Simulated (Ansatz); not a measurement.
## ZrAsPb (P4/nmm): the Drude term of Re ε in the infrared

Re ε of ZrAsPb (P4/nmm) along x at low photon energies is read from one computed spectrum; the carriers' damping was typed as γ = 0.2 eV. x, y and z are the Cartesian axes of the input cell.

It takes space group P4/nmm (No. 129, tetragonal). Conventional cell: a = 4.115 Å, b = 4.115 Å, c = 8.514 Å, α = 90.00°, β = 90.00°, γ = 90.00°. Around Pb on site a lie 4 Pb at 2.91 Å. Zr on site c has 5 As at 2.63 to 2.91 Å as nearest neighbours. As on site c is surrounded by 5 Zr at 2.63 to 2.91 Å.

Method: Ansatz 0.2.0, PBE, independent particles, k-mesh 8×8×4 with interpolation inside its cells, Gaussian parameter 0.2 eV.

Launch of the response step: `ansatz run input.yaml --threads 2 --pin off --max-ram 5120MiB --backend cpu --events-out ev --progress --plain --runs-dir out`. The run took 6.5 min, on 2 threads of Arm Neoverse V2 (shared host).

| photon energy E (eV) | wavelength (µm) | Re ε |
| --- | --- | --- |
| 0.25 | 4.96 | -216.1 |
| 0.30 | 4.13 | -174.6 |
| 0.35 | 3.54 | -143.6 |
| 0.40 | 3.10 | -119.3 |
| 0.50 | 2.48 | -83.2 |
| 0.60 | 2.07 | -57.1 |
| 0.70 | 1.77 | ? |

A Drude term over a constant background gives Re ε = ε_b − ωp²/(E² + γ²), linear in 1/(E² + γ²).

Working, on the rows shown:

| x = 1/(E² + γ²) (eV⁻²) | y = Re ε |
| --- | --- |
| 9.7561 | -216.1 |
| 7.69231 | -174.6 |
| 6.15385 | -143.6 |
| 5 | -119.3 |
| 3.44828 | -83.2 |
| 2.5 | -57.1 |

Means: x̄ = 5.7584, ȳ = -132.32. Σ(x − x̄)(y − ȳ) = -789.6, Σ(x − x̄)² = 36.41. Slope = -789.6 / 36.41 = -21.69; intercept = ȳ − slope · x̄ = -7.4275. The line misses the rows shown by at most 4.5.

Question: Predict the last column of the withheld row from the fit.

Answer: At x = 1.8868 the line gives y = -48.348. The run gave -38.2, so the extrapolation is off by 10, 6 % of the range in the table.

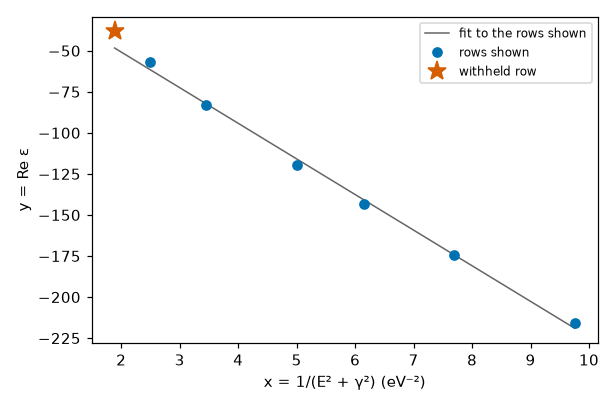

Refitted with all rows, the slope is -22.37 and the intercept -2.4186. These give ωp = √(−slope) = 4.73 eV, against 5.45 eV from the program's Fermi-surface sum, and an intercept of -2.4. Taking the program's Drude term off the rows leaves 73 at the lowest energy and 18 at the highest, so the background isn't constant: interband transitions lie in or near the window, and neither fitted number can be trusted. The structure is a model and need not exist. The values come from a sum over the points of one k-mesh and carry its error, which is largest for Fermi-surface quantities. Spin-orbit coupling is left out.
